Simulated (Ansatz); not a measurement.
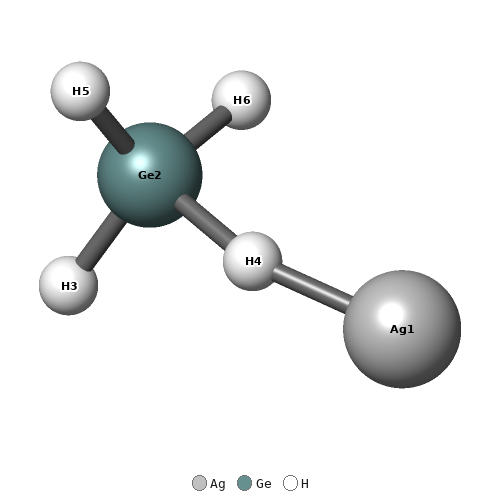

The system is AgGeH₄, charge +1; the picture shows the reference structure. The turn is about an axis along (1.00, 0.08, 0.03) in the frame of the relaxed pair, normal to the line between the partners. Coordinates scanned: (1) distance H4···Ag1; (2) turn of Ag1 about H4. Grid: 13 × 13 points. At 26 points there is no value (left out of the scan, as a rule where atoms come close). Points are written as (first, second). All energies are given in eV relative to the lowest grid point. Energies and slopes of some neighbouring points disagree (a jump in structure or state, or too coarse a mesh). Level of theory: RKS B3LYP-D4/def2-TZVPD in Ansatz.

Its coordinates:

```xyz
6

Ag    0.1466   -0.6789   -2.6009
Ge   -0.0394    0.2018    0.6492
H    -1.3737   -0.3503    1.1356
H     0.0711   -0.5112   -0.8408
H     1.2106   -0.3548    1.3196
H    -0.0153    1.6935    0.3372
```

Range: distance H4···Ag1 from 1.486 to 2.886 Å; turn of Ag1 about H4 from −120 to 120°.

What will the energy surface look like?

Answer. The lowest grid point is at (1.787 Å, 0°). The highest grid point, (1.486 Å, 80°), lies 2.92 eV above the lowest.

```tsv
turn of Ag1 about H4 ↓, distance H4···Ag1 →	1.486	1.530	1.600	1.688	1.787	1.897	2.017	2.145	2.280	2.422	2.571	2.726	2.886
120	–	–	–	–	–	–	–	–	–	–	–	–	–
100	–	–	–	–	–	–	–	–	–	–	–	–	–
80	2.92	2.54	2.05	1.58	1.19	0.88	0.66	0.51	0.42	0.38	0.37	0.40	0.45
60	0.85	0.66	0.43	0.25	0.15	0.11	0.13	0.19	0.26	0.36	0.48	0.59	0.70
40	0.48	0.33	0.17	0.06	0.02	0.04	0.11	0.19	0.31	0.43	0.56	0.68	0.79
20	0.39	0.26	0.12	0.03	0.00	0.04	0.10	0.20	0.33	0.45	0.58	0.70	0.81
0	0.37	0.24	0.11	0.02	0.00	0.03	0.10	0.21	0.33	0.46	0.59	0.70	0.81
−20	0.37	0.24	0.11	0.02	0.00	0.04	0.11	0.21	0.34	0.46	0.59	0.71	0.81
−40	0.38	0.25	0.12	0.03	0.01	0.04	0.11	0.22	0.34	0.47	0.59	0.71	0.82
−60	0.42	0.29	0.14	0.05	0.03	0.06	0.12	0.22	0.34	0.47	0.60	0.71	0.82
−80	0.53	0.39	0.23	0.12	0.08	0.10	0.16	0.24	0.36	0.48	0.60	0.72	0.82
−100	0.94	0.75	0.53	0.36	0.26	0.23	0.25	0.32	0.40	0.50	0.61	0.72	0.82
−120	2.88	2.50	2.01	1.55	1.17	0.90	0.71	0.61	0.57	0.58	0.62	0.68	0.75
```

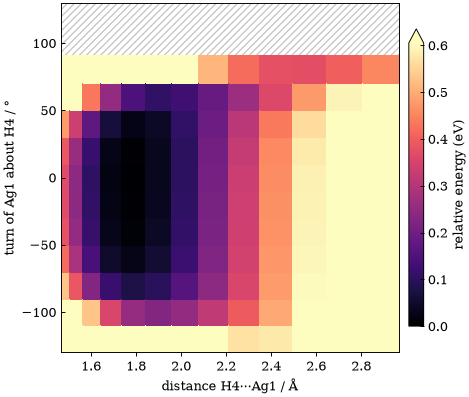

In the figure: one coloured cell a grid point, one colour for all values above the top of the scale, hatched blanks where no value was computed.

The whole map (143 points run) took 7.9 min on 1 thread of AMD EPYC 9R45 (Zen 5) (shared host).
